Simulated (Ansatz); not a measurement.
# Cl₃FH₂Si: a short trajectory

The task is to watch the atoms for 40 steps of 0.5 fs, started with velocities for 1500 K and run with a Langevin thermostat, and see to which side of the barrier the system falls.

Method: PBE0-D4/def2-SVP; program: Ansatz 0.2.0, Gaussian basis.

1 further run of the same task is left out (it didn't finish).

**1. Where the work starts**

The start, a first-order saddle point found at PBE0-D4 in triple zeta: 7 atoms, charge 0, spin multiplicity 1.

Atoms are counted from 1 here; the program's logs count them from 0.

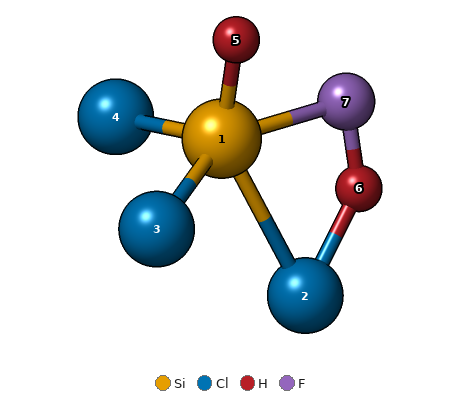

Start geometry, drawn with silicon amber, chlorine blue, hydrogen red, fluorine purple; atoms are numbered from 1 in the order of the file.

Geometry (Å):

```
Si   -0.3517    0.1602   -0.3454
Cl    1.7535   -0.8100    0.2901
Cl   -0.0543   -0.5447   -2.2561
Cl    0.1919    2.1085   -0.2115
H    -1.8148    0.0344   -0.2980
H     0.6818   -0.6467    1.3777
F    -0.4065   -0.3017    1.4431
```

**2. Dynamics**

md/in.yaml

```yaml
crystal:
  periodic: [false, false, false]
  atoms:
    - {symbol: Si, position_ang: [-0.351710, 0.160166, -0.345424]}
    - {symbol: Cl, position_ang: [1.753548, -0.809988, 0.290113]}
    - {symbol: Cl, position_ang: [-0.054267, -0.544698, -2.256150]}
    - {symbol: Cl, position_ang: [0.191871, 2.108473, -0.211486]}
    - {symbol: H, position_ang: [-1.814767, 0.034417, -0.297986]}
    - {symbol: H, position_ang: [0.681787, -0.646652, 1.377719]}
    - {symbol: F, position_ang: [-0.406463, -0.301718, 1.443114]}
basis:
  gaussian: {orbitals: def2-SVP}
hamiltonian: {xc: pbe0, dispersion: d4}
md: {n_steps: 40, timestep: 0.5, temperature: 1500, ensemble: nvt_langevin, seed: 385, friction: 0.002, initial_velocities: maxwell_boltzmann}
```

Started as:

```
$ ansatz run in.yaml --threads 4 --pin off --events-out ev --progress --plain --max-ram 9574MiB
```

Q: Predict the outcome of this session. Wanted: temperature at the start; mean temperature, second half; lowest and highest potential energy, from the first frame; largest change of potential + kinetic.

The runs gave:

| quantity | value |
| --- | --- |
| length | 40 steps, 20.0 fs |
| temperature at the start | 1286 K |
| mean temperature, second half | 296 K |
| lowest and highest potential energy, from the first frame | 0 and 1048 meV |
| largest change of potential + kinetic | 109.8 meV |

By the last frame it has not clearly left the saddle region. The thermostat trades energy with the molecule, so the sum of potential and kinetic energy isn't conserved: it changes by +44 meV over the run. The mean temperature of the second half is still well below the 1500 K set. The temperature runs between 163 and 1286 K. Under Langevin the temperature counts 3N degrees of freedom, more than the drawn velocities fill, so it starts at 1286 K, not 1500 K.
